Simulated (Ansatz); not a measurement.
# triplet GeH3F at 6 levels

We compute a comparison of 6 runs (UB2PLYP/STO-3G, UB3LYP/STO-3G, UCAM-B3LYP/STO-3G, UHSE06/STO-3G, UPBE/STO-3G, UCCSD(T)/STO-3G) of triplet GeH3F. 

The results are computed with Ansatz 0.2.0.

59 further runs of the same task are left out: 11 that didn't finish, 48 set aside as unsound or not needed.

## (1) The system as given

GeH3F has 5 atoms, charge 0, and is taken as a triplet. As SMILES of the parent species, `[F][GeH3]`. Geometry: relaxed at PBE0-D4/def2-TZVP. That shape belongs to the parent species and isn't relaxed for this state.

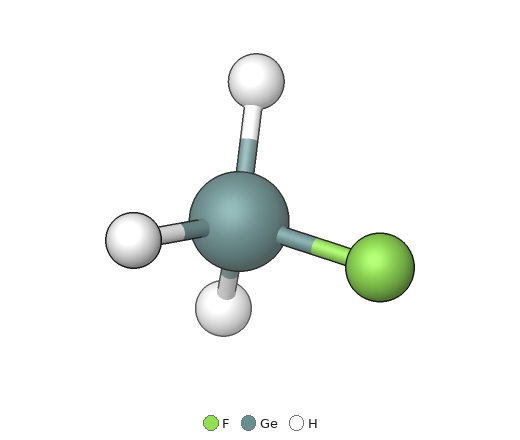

Viewed from a chosen angle; fluorine green, germanium teal, hydrogen white.

## (2) The energy at UB2PLYP/STO-3G (run 1)

job.yaml

```yaml
crystal:
  periodic: [false, false, false]
  atoms:
    - {symbol: F, position_ang: [-1.046500, 0.474300, 1.162200]}
    - {symbol: Ge, position_ang: [0.068200, -0.041600, -0.072800]}
    - {symbol: H, position_ang: [1.331000, -0.512000, 0.658600]}
    - {symbol: H, position_ang: [-0.627800, -1.178000, -0.831200]}
    - {symbol: H, position_ang: [0.325100, 1.183600, -0.958100]}
basis:
  gaussian: {orbitals: STO-3G}
magnetization: {spin_polarized: true, initial_magnetization: 2}
hamiltonian: {xc: {name: B2PLYP}}
correlation: {frozen_orbitals: {F: 1, Ge: 9, H: 0}}
accuracy: high
```

On the command line:

```console
ansatz run job.yaml --threads 1 --pin off --max-ram 2610MiB --events-out events.jsonl --progress --plain --runs-dir runs
```

What it wrote:

```text
Warning: RAYON_NUM_THREADS=1 ignored (pool sized by the plan → 1); use --threads N
Functional definition: B2PLYP
  name "B2PLYP"
  parameter a = 0.53
  parameter c = 0.27
  exchange = (1 - a)*b88_x + a*exact_x
  correlation = (1 - c)*lyp_c + c*(mp2_os + mp2_ss)
388 factors; integrals over basis functions are off by at most 2.2e-8 eV
mean field evaluation 1: about -58566.2223 eV, gradient 2.1e1 eV
mean field evaluation 2: about -58566.2944 eV, gradient 2.1e1 eV
mean field evaluation 4: about -58571.1005 eV, gradient 6.2e0 eV
mean field evaluation 8: about -58571.5522 eV, gradient 2.2e-1 eV
mean field evaluation 16: about -58571.5529 eV, gradient 3.0e-4 eV
mean field evaluation 32: about -58571.5530 eV, gradient 2.0e-2 eV
mean field evaluation 64: about -58571.5529 eV, gradient 6.6e-3 eV
mean field -58571.55293739 eV, -2152.4648692247 hartree, gradient 1.2e-8 eV, S^2 2.001386; 4 other end points of the search recorded, 0 dependent functions left out
10 core orbitals not correlated: weight in the atoms' cores, before any rotation towards them, 1.000 or more for the frozen orbitals, at most 0.000 for the correlated occupied ones
reference -58571.55295249 eV, -2152.4648697796 hartree; 13, 11 occupied and 3, 5 virtual orbitals, 388 factors
second order -1.57972984 eV of doubles, -0.00000000 eV of singles
Total energy: -58571.97947955 eV, -2152.4805443598 hartree
```

Wall time 43 s (1 thread of Arm Neoverse V1, shared host); peak memory 0.15 GiB.

## (3) The energy at UB3LYP/STO-3G (run 2)

Edit job.yaml of step 2 so:

```diff
@@ -11,4 +11,3 @@
 magnetization: {spin_polarized: true, initial_magnetization: 2}
-hamiltonian: {xc: {name: B2PLYP}}
-correlation: {frozen_orbitals: {F: 1, Ge: 9, H: 0}}
+hamiltonian: {xc: {name: B3LYP}}
 accuracy: high
```

On the command line:

```console
ansatz run job.yaml --threads 1 --pin off --max-ram 2610MiB --events-out events.jsonl --progress --plain --runs-dir runs
```

What it wrote:

```text
Warning: RAYON_NUM_THREADS=1 ignored (pool sized by the plan → 1); use --threads N
Functional definition: B3LYP
  name "B3LYP"
  parameter a0 = 0.2
  parameter ax = 0.72
  parameter ac = 0.81
  exchange = (1 - a0 - ax)*slater_x + ax*b88_x + a0*exact_x
  correlation = (1 - ac)*vwn_rpa_c + ac*lyp_c
388 factors; integrals over basis functions are off by at most 2.2e-8 eV
mean field evaluation 1: about -58564.7518 eV, gradient 4.8e1 eV
mean field evaluation 2: about -58506.9019 eV, gradient 1.2e2 eV
mean field evaluation 4: about -58583.0439 eV, gradient 9.6e0 eV
mean field evaluation 8: about -58584.2866 eV, gradient 8.5e-2 eV
mean field evaluation 16: about -58584.2893 eV, gradient 1.4e-3 eV
mean field evaluation 32: about -58584.2895 eV, gradient 7.2e-4 eV
mean field evaluation 64: about -58584.2896 eV, gradient 1.2e-8 eV
mean field -58584.28959813 eV, -2152.9329328736 hartree, gradient 6.0e-8 eV, S^2 2.001567; 8 other end points of the search recorded, 0 dependent functions left out
reference -58584.28962166 eV, -2152.9329337382 hartree; 23, 21 occupied and 3, 5 virtual orbitals, 388 factors
Total energy: -58584.28962166 eV, -2152.9329337382 hartree
```

It took 27 s on 1 thread of Arm Neoverse V1, shared host; peak memory 0.14 GiB.

## (4) A single-point energy at UCAM-B3LYP/STO-3G (run 3)

input.yaml

```yaml
crystal:
  periodic: [false, false, false]
  atoms:
    - {symbol: F, position_ang: [-1.046500, 0.474300, 1.162200]}
    - {symbol: Ge, position_ang: [0.068200, -0.041600, -0.072800]}
    - {symbol: H, position_ang: [1.331000, -0.512000, 0.658600]}
    - {symbol: H, position_ang: [-0.627800, -1.178000, -0.831200]}
    - {symbol: H, position_ang: [0.325100, 1.183600, -0.958100]}
basis:
  gaussian:
    orbitals: STO-3G
magnetization:
  spin_polarized: true
  initial_magnetization: 2
hamiltonian:
  xc: {name: CAM-B3LYP}
accuracy: high
```

On the command line:

```console
ansatz run input.yaml --threads 1 --pin off --max-ram 2610MiB --events-out events.jsonl --progress --plain --runs-dir runs
```

What it wrote (excerpt; [...] marks lines left out):

```text
Warning: RAYON_NUM_THREADS=1 ignored (pool sized by the plan → 1); use --threads N
Functional definition: CAM-B3LYP
  name "CAM-B3LYP"
[...]
388 factors; integrals over basis functions are off by at most 2.2e-8 eV
135 factors; integrals over basis functions are off by at most 6.8e-10 eV
[...]
mean field -58584.80564913 eV, -2152.9518973980 hartree, gradient 6.2e-9 eV, S^2 2.001889; 4 other end points of the search recorded, 0 dependent functions left out
reference -58584.80566057 eV, -2152.9518978186 hartree; 23, 21 occupied and 3, 5 virtual orbitals, 388 factors
Total energy: -58584.80566057 eV, -2152.9518978186 hartree
```

Wall time 23 s (1 thread of Arm Neoverse V1, shared host); peak memory 0.14 GiB.

Runs 4 to 5 aren't shown in full; the table further down has their settings and results.

## (5) The energy at UCCSD(T)/STO-3G (run 6)

in.yaml

```yaml
crystal:
  periodic: [false, false, false]
  atoms:
    - {symbol: F, position_ang: [-1.046500, 0.474300, 1.162200]}
    - {symbol: Ge, position_ang: [0.068200, -0.041600, -0.072800]}
    - {symbol: H, position_ang: [1.331000, -0.512000, 0.658600]}
    - {symbol: H, position_ang: [-0.627800, -1.178000, -0.831200]}
    - {symbol: H, position_ang: [0.325100, 1.183600, -0.958100]}
basis:
  gaussian:
    orbitals: STO-3G
magnetization:
  spin_polarized: true
  initial_magnetization: 2
correlation:
  method: ccsd_t
  frozen_orbitals: {F: 1, Ge: 9, H: 0}
accuracy: high
scf:
  omitted_lower_state_checks: [cluster_reference, increment]
```

On the command line:

```console
ansatz run in.yaml --threads 1 --pin off --max-ram 2610MiB --events-out events.jsonl --progress --plain --runs-dir runs
```

What it wrote:

```text
Warning: RAYON_NUM_THREADS=1 ignored (pool sized by the plan → 1); use --threads N
[... 20 lines left out ...]
10 core orbitals not correlated: weight in the atoms' cores, before any rotation towards them, 1.000 or more for the frozen orbitals, at most 0.000 for the correlated occupied ones
[... 51 lines left out ...]
Total energy: -58540.03380513 eV, -2151.3065624786 hartree
Checks for a lower state left out: cluster_reference, increment
```

It took 3.9 s on 1 thread of Arm Neoverse V1, shared host; peak memory 0.093 GiB.

## (6) All runs side by side

```csv
run,level,frozen core orbitals,energy (Eh),⟨S²⟩,wall time
1,UB2PLYP/STO-3G,10,-2152.480544,2.001,43 s
2,UB3LYP/STO-3G,–,-2152.932934,2.002,27 s
3,UCAM-B3LYP/STO-3G,–,-2152.951898,2.002,23 s
4,UHSE06/STO-3G,–,-2152.642237,2.002,47 s
5,UPBE/STO-3G,–,-2152.479253,2.001,29 s
6,UCCSD(T)/STO-3G,10,-2151.306562,2.005,3.9 s
```

## (7) What came out

| quantity | value |
| --- | --- |
| run 6: total energy | -2151.30656 Eh |
| run 6: correlation energy (10 core orbitals frozen) | -57.5 mEh |
| run 6: (T) correction | -0.62 mEh |
| run 6: ⟨S²⟩ of the reference determinant | 2.005 |
| run 6: T1 diagnostic | 0.008 |

**Reading.** Totals of different functionals can't be ranked against each other. In runs 1, 2, 3, 4, 5, 6 the basis is minimal, so the values are rough. All runs together took 2.9 min, the longest 47 s.
